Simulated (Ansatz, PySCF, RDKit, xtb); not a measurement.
**Solving CH7AsSi, step by step, part 1 of 2**

Task: start from the formula CH7AsSi, draw up candidate structures, narrow them down in stages, and characterise the one that lies lowest at 298.15 K.

The funnel: GFN2-xTB relaxations, single points with a density functional, relaxations at PBE0-D3(BJ)/def2-SVP, harmonic vibrations, and a last energy at a higher level. All values are calculated.

7 further runs of the same task are left out: 1 that didn't finish, 6 set aside as unsound or not needed.

## (1) Candidates

All bonding patterns within simple valence rules are listed by program: one Lewis structure each, at most two rings and one unusual centre or charged pair. O–O, O–halogen and N–halogen bonds and N–N–N chains are not drawn. That gives 7 candidates.

```
label                SMILES     spin
 c095         C[SiH2][AsH2]  singlet
 c203         [SiH3]C[AsH2]  singlet
 c501         C[As@H][SiH3]  singlet
 c540  [CH2-][As@H2+][SiH3]  singlet
 c554   [SiH3][CH-][As@H3+]  singlet
 c784       C[SiH-][As@H3+]  singlet
 c985      C[As@H2+][SiH2-]  singlet
```

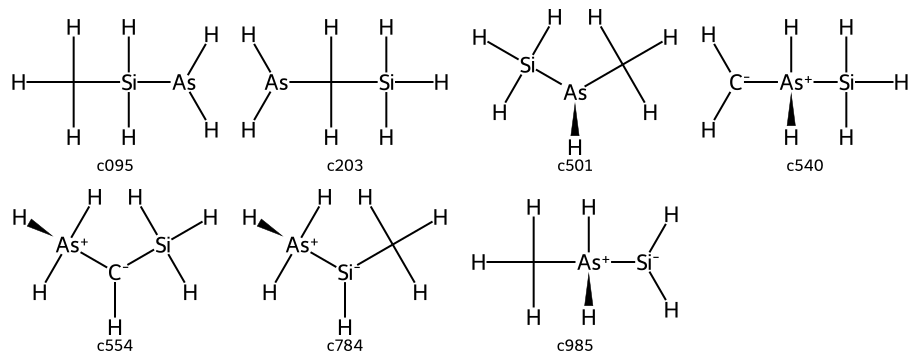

Structural formulas of the candidates.

Candidates are built by distance geometry, with a force field where one applies, in up to four conformers (letters a to d). 8 starts with atoms placed at random are added, to find patterns that the rules miss.

## (2) Search with GFN2-xTB

All 15 starts are relaxed the same way. One of them, c807 (atoms placed at random), in full:

start.xyz

```xyz
10
c807
C     -0.923450    -1.791460    -1.264400
As    -0.554420     0.094910    -0.406580
Si     1.988010     0.708110    -0.456640
H     -2.095520     0.551750     0.655380
H     -1.029910     1.779410     0.050960
H     -0.030840    -1.545760    -2.001400
H      1.838760    -0.801550    -1.215980
H      1.097080     0.856770     1.221160
H     -0.073000    -1.187730     0.678360
H      0.841170    -1.057980    -0.154200
```

Started as:

```sh
$ xtb start.xyz --gfn 2 --opt
```

The log of the run, cut to the lines that bear on the results:

```text
* xtb version 6.7.1
[...]
          :  # basis functions                  31          :
[...]
          :  # electrons                        20          :
[...]
          :  Hamiltonian                  GFN2-xTB          :
[...]
          :  net charge                          0          :
          :  unpaired electrons                  0          :
[...]
   *** convergence criteria satisfied after 26 iterations ***
[...]
   *** GEOMETRY OPTIMIZATION CONVERGED AFTER 64 ITERATIONS ***
[...]
   *** convergence criteria satisfied after 3 iterations ***
[...]
         ::                     SUMMARY                     ::
         :::::::::::::::::::::::::::::::::::::::::::::::::::::
         :: total energy              -9.694493412760 Eh    ::
         :: gradient norm              0.000703934340 Eh/a0 ::
         :: HOMO-LUMO gap              2.470561202404 eV    ::
         ::.................................................::
         :: SCC energy                -9.792478413707 Eh    ::
         :: -> isotropic ES            0.009397699149 Eh    ::
         :: -> anisotropic ES          0.003042903711 Eh    ::
         :: -> anisotropic XC          0.000031684841 Eh    ::
         :: -> dispersion             -0.006204615632 Eh    ::
         :: repulsion energy           0.097985000947 Eh    ::
         :: add. restraining           0.000000000000 Eh    ::
         :: total charge               0.000000000000 e     ::
         :::::::::::::::::::::::::::::::::::::::::::::::::::::
[...]
        10        2.0000           -0.3360426              -9.1442 (HOMO)
        11                         -0.2452512              -6.6736 (LUMO)
[...]
     #   Z          covCN         q      C6AA      α(0)
     1   6          3.640    -0.182    24.485     7.116
     2  33          3.360     0.029   213.354    26.766
     3  14          2.275     0.361   184.088    29.215
     4   1          0.971    -0.057     4.249     3.222
     5   1          0.971    -0.085     5.064     3.517
     6   1          0.925     0.013     2.845     2.638
     7   1          0.807     0.007     2.985     2.713
     8   1          0.900    -0.102     5.640     3.716
     9   1          0.925     0.022     2.702     2.571
    10   1          0.807    -0.006     3.215     2.816
[...]
     #   Z sym  total        # sym  WBO       # sym  WBO       # sym  WBO
 ---------------------------------------------------------------------------
     1   6      3.961 --     2      1.047     3      0.972     6      0.960
                             9      0.947
     2  33      3.273 --     1      1.047     5      0.992     4      0.968
                             3      0.172
     3  14      2.113 --     1      0.972     8      0.942     2      0.172
     4   1      0.997 --     2      0.968
     5   1      0.993 --     2      0.992
     6   1      1.000 --     1      0.960
     7   1      0.999 --    10      0.996
     8   1      0.990 --     3      0.942
     9   1      1.000 --     1      0.947
    10   1      1.000 --     7      0.996
 ---------------------------------------------------------------------------
[...]
molecular dipole:
                 x           y           z       tot (Debye)
 q only:        1.013       0.192      -0.388
   full:        0.222      -0.421      -0.088       1.231
molecular quadrupole (traceless):
[...]
          | TOTAL ENERGY               -9.694493412760 Eh   |
          | GRADIENT NORM               0.000703934340 Eh/α |
          | HOMO-LUMO GAP               2.470561202404 eV   |
           -------------------------------------------------
[...]
```

Wall time 0.27 s (2 threads of Arm Neoverse V1, shared host).

## (3) The minima found

13 of the 15 relaxations converged. 13 distinct structures remain:

```csv
label,start,SMILES after,spin,energy (kcal/mol),note
c501a,drawn,C[As@H][SiH3],singlet,0.0,
c095a,drawn,C[SiH2][AsH2],singlet,1.5,
c774,random,[SiH3]C[AsH2],singlet,8.2,
c203a,drawn,[SiH3]C[AsH2],singlet,8.9,
c784a,drawn,[CH3][SiH][AsH3] ‡,singlet,31.1,
c985a,drawn,[CH3][AsH2][SiH2] ‡,singlet,32.8,
c462,random,[CH3][AsH][SiH].[H][H] ‡,singlet,50.5,fell apart
c540a,drawn,[CH2][AsH2][SiH3] ‡,singlet,50.7,
c111,random,[CH2]1[SiH][AsH2]1.[H][H] ‡,singlet,59.7,fell apart
c554a,drawn,[SiH3][CH][AsH3] ‡,singlet,60.4,
c698,random,[CH2]1[SiH][AsH2]1.[H][H] ‡,singlet,63.4,fell apart
c807,random,[H][H].[SiH][CH2][AsH2] ‡,singlet,64.7,fell apart
c702,random,[CH2][AsH3][SiH2] ‡,singlet,79.1,
```

‡ marks the bonded skeleton alone, with all bonds drawn single: no Lewis structure was assigned that passes a check against the bond lengths.

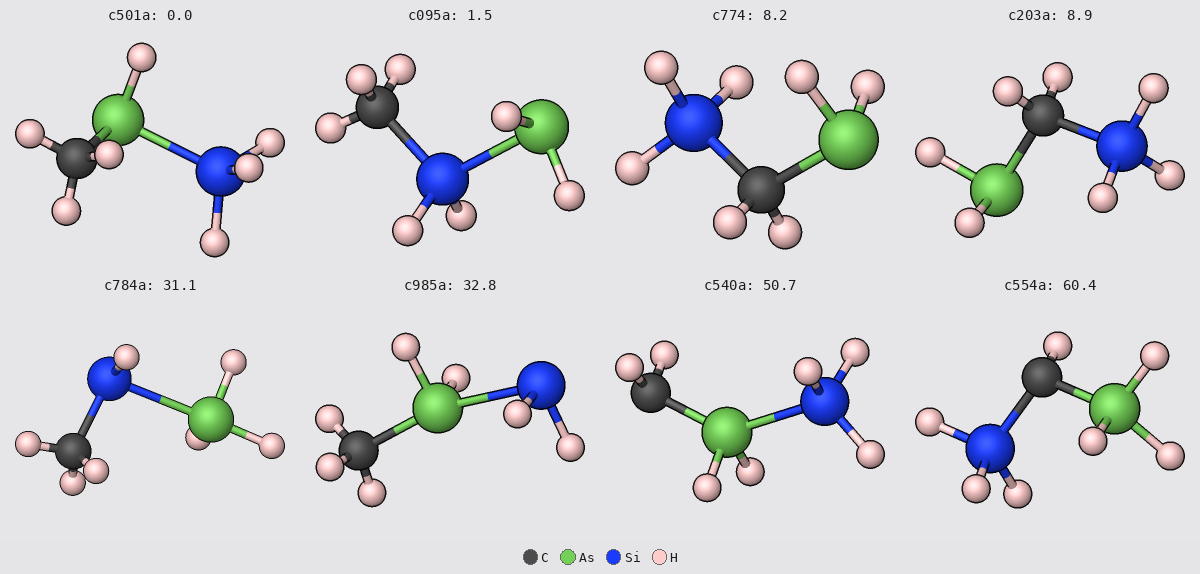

The 8 lowest minima that did not fall apart, with their GFN2-xTB energies in kcal/mol.

## (4) Screening with a density functional

A choice of the minima (the low ones first, few conformers of a pattern, up to a cap) and the lowest that fell apart get a single point at r2SCAN-D4/def2-SVP on the tight-binding geometry, and one at HF/STO-3G for comparison. The lowest singlets are also tried as triplets at the same geometry (label ending in t). The first, c501a:

input.yaml

```yaml
crystal:
  periodic: [false, false, false]
  atoms:
    - symbol: C
      position_ang: [-1.054779, 1.539344, 1.426566]
    - symbol: As
      position_ang: [-1.491486, 1.910844, -0.466424]
    - symbol: Si
      position_ang: [-1.349124, -0.285646, -1.210188]
    - symbol: H
      position_ang: [-0.869595, 2.470499, 1.963191]
    - symbol: H
      position_ang: [-1.905588, 1.046332, 1.898966]
    - symbol: H
      position_ang: [-0.180949, 0.898021, 1.530715]
    - symbol: H
      position_ang: [-0.069961, 2.213855, -0.870342]
    - symbol: H
      position_ang: [-1.350619, -0.349832, -2.675386]
    - symbol: H
      position_ang: [-2.513338, -1.044417, -0.729921]
    - symbol: H
      position_ang: [-0.156619, -1.006398, -0.741549]
basis:
  gaussian:
    orbitals: def2-SVP
hamiltonian:
  xc: r2scan
  dispersion: d4
scf:
  lower_state_search: off
```

Started as:

```sh
$ ansatz run input.yaml --threads 2 --pin off --max-ram 4350MiB --events-out events.jsonl --progress --plain --runs-dir runs
```

The log of the run, cut to the lines that bear on the results:

```text
Warning: RAYON_NUM_THREADS=2 ignored (pool sized by the plan → 2); use --threads N
Functional definition: r2SCAN
  name "r2SCAN"
[...]
1123 factors; their error is unknown
[...]
mean field -69857.64350377 eV, -2567.2210475520 hartree, gradient 5.7e-6 eV, S^2 0.000000; 0 other end points of the search recorded, 0 dependent functions left out
reference -69857.64351362 eV, -2567.2210479139 hartree; 30, 30 occupied and 69, 69 virtual orbitals, 1123 factors
Total energy: -69857.69222826 eV, -2567.2228381440 hartree
Checks for a lower state left out: stability, starts, cluster_reference, orbital_swaps, neighbouring_geometries, increment
```

Wall time 1.9 s (2 threads of Arm Neoverse V1, shared host).

Relative energies in kcal/mol, each column from its lowest structure that stays in one piece:

```
 label                    SMILES     spin  GFN2-xTB  HF/STO-3G  r2SCAN-D4/def2-SVP
 c095a             C[SiH2][AsH2]  singlet       1.5        0.0                 0.0
 c501a             C[As@H][SiH3]  singlet       0.0        4.2                 8.2
  c774             [SiH3]C[AsH2]  singlet       8.2       15.1                14.9
 c203a             [SiH3]C[AsH2]  singlet       8.9       15.5                15.8
 c985a       [CH3][AsH2][SiH2] ‡  singlet      32.8       75.1                53.3
 c784a        [CH3][SiH][AsH3] ‡  singlet      31.1       75.1                55.4
  c462  [CH3][AsH][SiH].[H][H] ‡  singlet      50.5       87.9                70.4
c501at             C[As@H][SiH3]  triplet         –          –               131.3
c095at             C[SiH2][AsH2]  triplet         –          –               132.1
 c774t             [SiH3]C[AsH2]  triplet         –          –               138.5
```

‡ marks the bonded skeleton alone, with all bonds drawn single: no Lewis structure was assigned that passes a check against the bond lengths.

## (5) Refinement at PBE0-D3(BJ)/def2-SVP

4 candidates are relaxed at PBE0-D3(BJ)/def2-SVP (chosen among the lowest in one piece). The first, c095a:

input.yaml

```yaml
crystal:
  periodic: [false, false, false]
  atoms:
    - {symbol: C, position_ang: [-0.994308, 0.747149, 1.555009]}
    - {symbol: As, position_ang: [-2.465234, 0.838223, -1.549497]}
    - {symbol: Si, position_ang: [-0.590744, 0.325688, -0.256499]}
    - {symbol: H, position_ang: [-1.204053, 1.807635, 1.672962]}
    - {symbol: H, position_ang: [-1.871844, 0.199285, 1.891750]}
    - {symbol: H, position_ang: [-0.173459, 0.496282, 2.219176]}
    - {symbol: H, position_ang: [0.640798, 1.041093, -0.631166]}
    - {symbol: H, position_ang: [-0.290975, -1.114753, -0.348283]}
    - {symbol: H, position_ang: [-2.169390, 2.310020, -1.513145]}
    - {symbol: H, position_ang: [-1.684083, 0.728893, -2.825795]}
basis:
  gaussian: {orbitals: def2-SVP}
total_charge: 0
scf: {lower_state_search: off}
hamiltonian: {xc: {name: PBE0}, dispersion: d3bj}
relax: {f_tol: 0.003}
```

Started as:

```sh
$ ansatz run input.yaml --threads 2 --pin off --max-ram 4350MiB --events-out events.jsonl --progress --plain --runs-dir runs
```

The log of the run, cut to the lines that bear on the results:

```text
Warning: RAYON_NUM_THREADS=2 ignored (pool sized by the plan → 2); use --threads N
[...]
Functional definition: PBE0
  name "PBE0"
[...]
1054 factors; integrals over basis functions are off by at most 3.3e-4 eV
[...]
mean field -69847.42269271 eV, -2566.8454396735 hartree, gradient 4.5e-6 eV, S^2 0.000000; 0 other end points of the search recorded, 0 dependent functions left out
[...]
reference -69847.42271846 eV, -2566.8454406198 hartree; 30, 30 occupied and 69, 69 virtual orbitals, 1054 factors
relax step   1: F+E_penalty+E_count = -69847.61447275 eV  Δ(F+E_penalty+E_count) = +0.000e0 eV  max|allowed force component| = 1.056e0 eV/Å  Δτ_max = 0.0000 Å  (13 SCF iters, accepted)
[...]
relax step   3: F+E_penalty+E_count = -69847.67831043 eV  Δ(F+E_penalty+E_count) = -1.370e-2 eV  max|allowed force component| = 8.961e-2 eV/Å  Δτ_max = 0.0588 Å  (18 SCF iters, accepted)
[...]
Atom 1 at    -2.465310     0.836702    -1.579584 Å, force     0.000522    -0.000823     0.000189 eV/Å
Atom 2 at    -0.586131     0.332880    -0.216496 Å, force    -0.001021     0.000528     0.000958 eV/Å
Atom 3 at    -1.191055     1.822333     1.690568 Å, force     0.000043    -0.000198    -0.000304 eV/Å
Atom 4 at    -1.883488     0.193550     1.907381 Å, force     0.000067    -0.000061    -0.000102 eV/Å
Atom 5 at    -0.153177     0.479167     2.233501 Å, force    -0.000074     0.000088    -0.000054 eV/Å
Atom 6 at     0.636880     1.073043    -0.658509 Å, force     0.000178     0.000109    -0.000216 eV/Å
Atom 7 at    -0.319480    -1.132195    -0.366390 Å, force    -0.000311     0.000149    -0.000072 eV/Å
Atom 8 at    -2.191535     2.336320    -1.503663 Å, force     0.000028     0.000591    -0.000011 eV/Å
Atom 9 at    -1.657584     0.691631    -2.865006 Å, force     0.000043    -0.000027    -0.000385 eV/Å
Dipole moment:     0.096481     0.069496     0.160602 e Å
Checks for a lower state left out: stability, starts, cluster_reference, orbital_swaps, neighbouring_geometries, increment
```

Wall time 21 s (2 threads of Arm Neoverse V1, shared host).

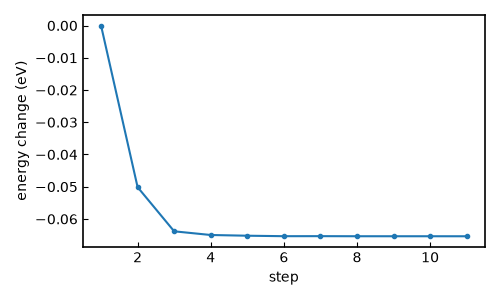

Energy along the run, all evaluated steps.

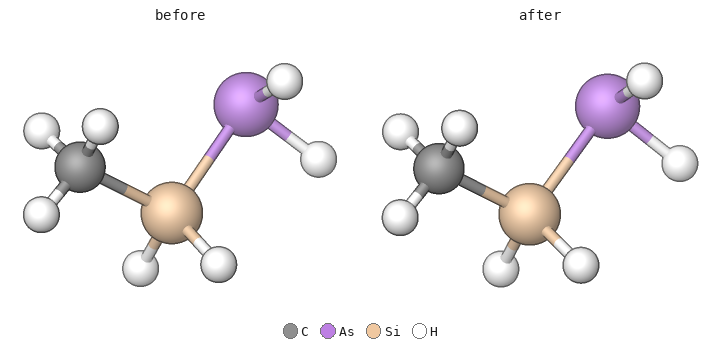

Before and after, at one scale.

After the run. Bond lengths: C1–Si3 1.881 Å, As2–Si3 2.376 Å, C1–H4 1.101 Å, C1–H5 1.101 Å, C1–H6 1.101 Å, Si3–H7 1.496 Å, Si3–H8 1.497 Å, As2–H9 1.526 Å, As2–H10 1.525 Å. Some angles: C1–Si3–As2 109.2°, C1–Si3–H7 110.4°, C1–Si3–H8 110.4°, As2–Si3–H7 111.8°, As2–Si3–H8 106.9°, Si3–C1–H4 110.8°, Si3–C1–H5 110.7°, Si3–C1–H6 110.7°, Si3–As2–H9 92.2°, Si3–As2–H10 92.6°.

## (6) Ranking at PBE0-D3(BJ)/def2-SVP

```csv
label,spin,r2SCAN-D4/def2-SVP (kcal/mol),"PBE0-D3(BJ)/def2-SVP, relaxed (kcal/mol)",time
c095a,singlet,0.0,0.0,21 s
c501a,singlet,8.2,8.2,18 s
c774,singlet,14.9,15.4,23 s
c203a,singlet,15.8,16.3,20 s
```

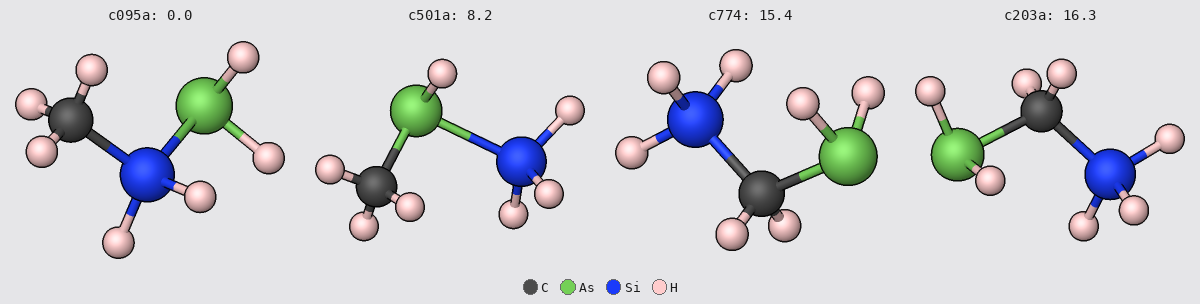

The relaxed structures, with energies at PBE0-D3(BJ)/def2-SVP in kcal/mol.

## (7) Harmonic analysis of the finalists

The lowest few in one piece go on as finalists (c203a drops out). Harmonic vibrations at PBE0-D3(BJ)/def2-SVP test each finalist and give the zero-point energy and the thermal terms. The first, c095a:

input.yaml

```yaml
basis:
  gaussian:
    orbitals: def2-SVP
crystal:
  periodic: [false, false, false]
  atoms:
    - {symbol: C, position_ang: [-0.992411, 0.746083, 1.572708]}
    - {symbol: As, position_ang: [-2.465310, 0.836702, -1.579584]}
    - {symbol: Si, position_ang: [-0.586131, 0.332880, -0.216496]}
    - {symbol: H, position_ang: [-1.191055, 1.822333, 1.690568]}
    - {symbol: H, position_ang: [-1.883488, 0.193550, 1.907381]}
    - {symbol: H, position_ang: [-0.153177, 0.479167, 2.233501]}
    - {symbol: H, position_ang: [0.636880, 1.073043, -0.658509]}
    - {symbol: H, position_ang: [-0.319480, -1.132195, -0.366390]}
    - {symbol: H, position_ang: [-2.191535, 2.336320, -1.503663]}
    - {symbol: H, position_ang: [-1.657584, 0.691631, -2.865006]}
hamiltonian:
  xc: {name: PBE0}
  dispersion: d3bj
scf:
  lower_state_search: "off"
phonons: {}
```

Started as:

```sh
$ ansatz run input.yaml --threads 2 --pin off --max-ram 4350MiB --events-out events.jsonl --progress --plain --runs-dir runs
```

The log of the run, cut to the lines that bear on the results:

```text
Warning: RAYON_NUM_THREADS=2 ignored (pool sized by the plan → 2); use --threads N
[... 2 set-up lines as earlier in the session ...]
[...]
1055 factors; integrals over basis functions are off by at most 3.6e-4 eV
[...]
mean field -69847.48935882 eV, -2566.8478896080 hartree, gradient 5.8e-6 eV, S^2 0.000000; 0 other end points of the search recorded, 0 dependent functions left out
[...]
reference -69847.48938482 eV, -2566.8478905634 hartree; 30, 30 occupied and 69, 69 virtual orbitals, 1055 factors
[...]
1055 factors; integrals over basis functions are off by at most 3.6e-4 eV
mean field -69847.48920578 eV, -2566.8478839837 hartree, gradient 1.2e-6 eV, S^2 0.000000; 0 other end points of the search recorded, 0 dependent functions left out
[...]
reference -69847.48923177 eV, -2566.8478849390 hartree; 30, 30 occupied and 69, 69 virtual orbitals, 1055 factors
[...]
Atom 3 at    -1.191055     1.822333     1.690568 Å, force     0.000041    -0.000195    -0.000301 eV/Å
Atom 4 at    -1.883488     0.193550     1.907381 Å, force     0.000054    -0.000071    -0.000100 eV/Å
Atom 5 at    -0.153177     0.479167     2.233501 Å, force    -0.000087     0.000087    -0.000064 eV/Å
Atom 6 at     0.636880     1.073043    -0.658509 Å, force     0.000174     0.000105    -0.000214 eV/Å
Atom 7 at    -0.319480    -1.132195    -0.366390 Å, force    -0.000310     0.000137    -0.000072 eV/Å
Atom 8 at    -2.191535     2.336320    -1.503663 Å, force     0.000027     0.000595    -0.000014 eV/Å
Atom 9 at    -1.657584     0.691631    -2.865006 Å, force     0.000032    -0.000031    -0.000374 eV/Å
Dipole moment:     0.096482     0.069496     0.160603 e Å
Vibrations: 119.48 147.07 166.44 356.92 429.74 541.00 577.29 688.67 704.23 759.03 878.21 882.64 941.79 989.25 1262.73 1430.36 1431.36 2208.97 2215.83 2222.58 2228.66 3060.85 3167.49 3170.65 cm⁻¹, zero-point energy 1.895795 eV
Checks for a lower state left out: stability, starts, cluster_reference, orbital_swaps, neighbouring_geometries, increment
```

It took 98 s on 2 threads of Arm Neoverse V1, shared host.

## (8) Thermal terms of the finalists

At 298.15 K and 1 atm, ideal gas, rigid rotor and harmonic oscillator:

| label | SMILES | spin | point group | lowest mode (cm⁻¹) | zero-point (kcal/mol) | G − E (kcal/mol) |
| --- | --- | --- | --- | --- | --- | --- |
| c095a | C[SiH2][AsH2] | singlet | C1 | 119 | 43.7 | 24.3 |
| c501a | C[As@H][SiH3] | singlet | C1 | 110 | 44.0 | 24.5 |
| c774 | [SiH3]C[AsH2] | singlet | Cs | 108 | 42.7 | 23.8 |

Chiral structures get −RT ln 2 for their mirror image.

## (9) Last filter: a higher level

Single points at CCSD(T)/def2-TZVP on the refined geometries decide the order.

c095a, CCSD(T)/def2-TZVP:

input.yaml, as its differences from that of step 7:

```diff
@@ -1,4 +1 @@
-basis:
-  gaussian:
-    orbitals: def2-SVP
 crystal:
@@ -16,7 +13,10 @@
     - {symbol: H, position_ang: [-1.657584, 0.691631, -2.865006]}
-hamiltonian:
-  xc: {name: PBE0}
-  dispersion: d3bj
-scf:
-  lower_state_search: "off"
-phonons: {}
+basis:
+  gaussian:
+    orbitals: def2-TZVP
+magnetization:
+  spin_polarized: false
+  initial_magnetization: 0
+correlation:
+  method: ccsd_t
+  frozen_orbitals: {C: 1, Si: 5, H: 0, As: 9}
```

Started as:

```sh
$ ansatz run input.yaml --threads 2 --pin off --max-ram 4350MiB --events-out events.jsonl --progress --plain --runs-dir runs
```

The log of the run, cut to the lines that bear on the results:

```text
Warning: RAYON_NUM_THREADS=2 ignored (pool sized by the plan → 2); use --threads N
Functional definition: HF
  name "HF"
[...]
1089 factors; integrals over basis functions are off by at most 1.2e-3 eV
[...]
mean field -69800.21044580 eV, -2565.1104216012 hartree, gradient 1.2e-6 eV, S^2 0.000000; 0 other end points of the search recorded, 0 dependent functions left out
15 core orbitals not correlated: weight in the atoms' cores, before any rotation towards them, 1.000 or more for the frozen orbitals, at most 0.000 for the correlated occupied ones
reference -69800.21044580 eV, -2565.1104216012 hartree; 15, 15 occupied and 128, 128 virtual orbitals, 1089 factors
second order -15.33557564 eV of doubles, -0.00000000 eV of singles
cycle   1  -16.06530985 eV  change   -7.3e-1 eV  update   9.3e-2
[...]
cycle   8  -16.63128650 eV  change   -2.8e-5 eV  update   3.4e-5
perturbative correction -0.59577516 eV, -0.0218943332 hartree
Total energy: -69817.43750746 eV, -2565.7435044402 hartree
```

It took 40 s on 2 threads of Arm Neoverse V1, shared host; peak memory 1.2 GiB.

## (10) c501a at CCSD(T)/def2-TZVP

input.yaml

```yaml
crystal:
  periodic: [false, false, false]
  atoms:
    - {symbol: C, position_ang: [-1.051199, 1.532317, 1.438273]}
    - {symbol: As, position_ang: [-1.501666, 1.923653, -0.450261]}
    - {symbol: Si, position_ang: [-1.348213, -0.311131, -1.217492]}
    - {symbol: H, position_ang: [-0.847160, 2.482398, 1.951772]}
    - {symbol: H, position_ang: [-1.925871, 1.065478, 1.913117]}
    - {symbol: H, position_ang: [-0.183426, 0.868089, 1.545911]}
    - {symbol: H, position_ang: [-0.073878, 2.228559, -0.899029]}
    - {symbol: H, position_ang: [-1.346551, -0.330108, -2.711941]}
    - {symbol: H, position_ang: [-2.544950, -1.063541, -0.728872]}
    - {symbol: H, position_ang: [-0.119143, -1.003110, -0.715848]}
basis:
  gaussian:
    orbitals: def2-TZVP
correlation:
  method: ccsd_t
  frozen_orbitals: {C: 1, Si: 5, H: 0, As: 9}
```

Started as:

```sh
$ ansatz run input.yaml --threads 2 --pin off --max-ram 4350MiB --events-out events.jsonl --progress --plain --runs-dir runs
```

The log of the run, cut to the lines that bear on the results:

```text
Warning: RAYON_NUM_THREADS=2 ignored (pool sized by the plan → 2); use --threads N
[... 2 set-up lines as earlier in the session ...]
[...]
1088 factors; integrals over basis functions are off by at most 1.4e-3 eV
[...]
mean field -69799.87137826 eV, -2565.0979610989 hartree, gradient 1.2e-6 eV, S^2 0.000000; 0 other end points of the search recorded, 0 dependent functions left out
15 core orbitals not correlated: weight in the atoms' cores, before any rotation towards them, 1.000 or more for the frozen orbitals, at most 0.000 for the correlated occupied ones
reference -69799.87137826 eV, -2565.0979610989 hartree; 15, 15 occupied and 128, 128 virtual orbitals, 1088 factors
second order -15.37035835 eV of doubles, -0.00000000 eV of singles
cycle   1  -16.06724543 eV  change   -7.0e-1 eV  update   9.4e-2
[...]
cycle   9  -16.65430036 eV  change    7.6e-6 eV  update   1.2e-5
perturbative correction -0.60573828 eV, -0.0222604713 hartree
Total energy: -69817.13141690 eV, -2565.7322558197 hartree
```

Wall time 41 s (2 threads of Arm Neoverse V1, shared host); peak memory 1.2 GiB.

(Continued in part 2 of 2.)
